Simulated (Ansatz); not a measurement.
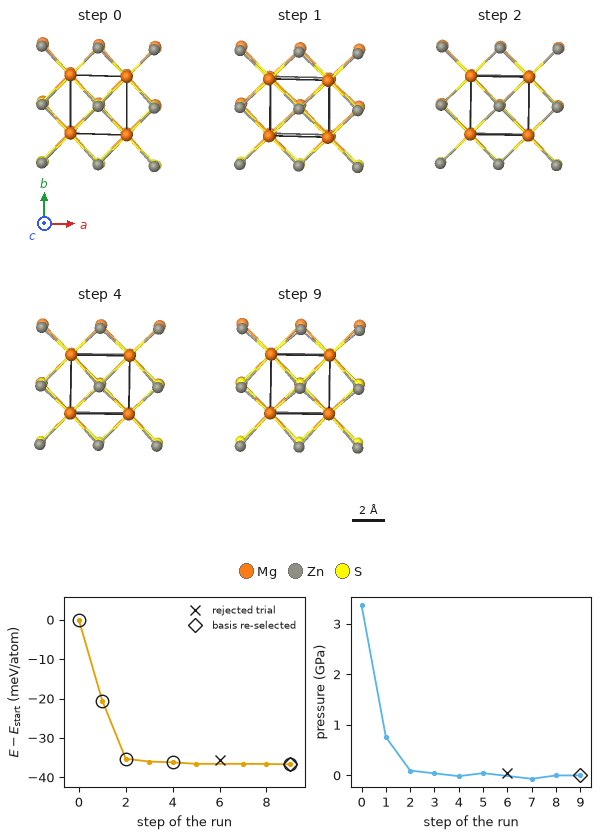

Frames of a relaxation of crystalline Mg₃ZnS₄ (a generated structure, set up in P1) (coarse preliminary run), marked on the history of the run. The picture is a ball-and-stick view of the cell of the calculation, seen along the c axis.

Level of theory: Ansatz, DFT PBE, scalar-relativistic, plane waves, PAW.

Input
```yaml
crystal:
  lattice:
    - [3.554552412, -0.0574469105, 0.0068375607]
    - [-0.0574469105, 3.6899104396, 0.0271758158]
    - [0.0193320167, 0.0768349048, 10.4511068297]
  atoms:
    - { symbol: Mg, position: [-0.0017530948, 0.029071024, 0.7534557369] }
    - { symbol: Mg, position: [-0.0009256038, -0.0012856473, 0.2479691677] }
    - { symbol: Mg, position: [0.5060705564, 0.5260487877, 0.5034006662] }
    - { symbol: Zn, position: [0.4886931604, 0.475830203, 0.0114029395] }
    - { symbol: S, position: [0.0006217999, -0.0097538065, -0.0042276407] }
    - { symbol: S, position: [0.5251698184, 0.4955204384, 0.2447591] }
    - { symbol: S, position: [0.000467508, -0.0231180949, 0.4990063995] }
    - { symbol: S, position: [0.4816558555, 0.5076870956, 0.7442336309] }
basis:
  ecutwfc: 420
kpoints:
  mp_grid: { grid: [4, 4, 2] }
hamiltonian:
  xc: pbe
scf:
  occupations: { method: gaussian, width: 0.1 }
  lower_state_search: "off"
output:
  forces: true
  stress: true
  eigenvalues: true
relax:
  adjacent_minimum: "off"
  f_tol: 0.025
  max_steps: 60
  cell: { stress_tol: 0.25 }
```

Run as
```bash
ansatz run input.yaml --threads 4 --pin off --max-ram 8192MiB --backend cpu --events-out ev --progress --plain --runs-dir out
```

Question: Describe the path.

Answer: The energy falls by 36.7 meV per atom in 7 accepted moves (9 points after the start). Largest force component: 0.86 eV/Å at the start, 0.0013 eV/Å at the end. The pressure goes from 3.37 to 0.00 GPa. The line search rejected the trial step at point 6 of the run. The SCF was repeated once at an unchanged geometry on a basis and grid sized afresh for the cell, which shifted the energy by 0.1 meV per atom at most. The atom that moves furthest relative to the cell is Zn4 (0.20 Å along [1 −3 −1]). By element the largest moves are Zn 0.20 Å, S 0.12 Å, Mg 0.08 Å. The volume changes by +3.6 %, with a 3.555 → 3.709 Å (+4.3 %), b 3.690 → 3.712 Å (+0.6 %), c 10.451 → 10.316 Å (−1.3 %), α 89.2° → 90.0°, β 89.8° → 90.0°, γ 91.8° → 90.0°. Some distances before and after: Zn4–S5 2.591 → 2.842 Å, Mg3–S7 2.381 → 2.626 Å, Zn4–S8 2.793 → 2.551 Å, Zn4–S5 (another image) 2.616 → 2.840 Å. Among the angles between lasting bonds that change: S5–Zn4–S5 89.2° → 99.9°, Zn4–S5–Zn4 89.2° → 99.9°, S5–Zn4–S6 93.9° → 85.2°. The space group (tolerance 0.01 Å) goes from P1 (No. 1) to Pmm2 (No. 25). From step 0 to 1: S8 moves most (0.11 Å), volume +2.6 %, energy −20.5 meV per atom. From step 1 to 2: Mg3 moves most (0.11 Å), volume +0.1 %, energy −14.8 meV per atom. From step 2 to 4: Zn4 moves most (0.10 Å), volume +0.4 %, energy −0.9 meV per atom. From step 4 to 9: Zn4 moves most (0.11 Å), volume +0.5 %, energy −0.5 meV per atom.
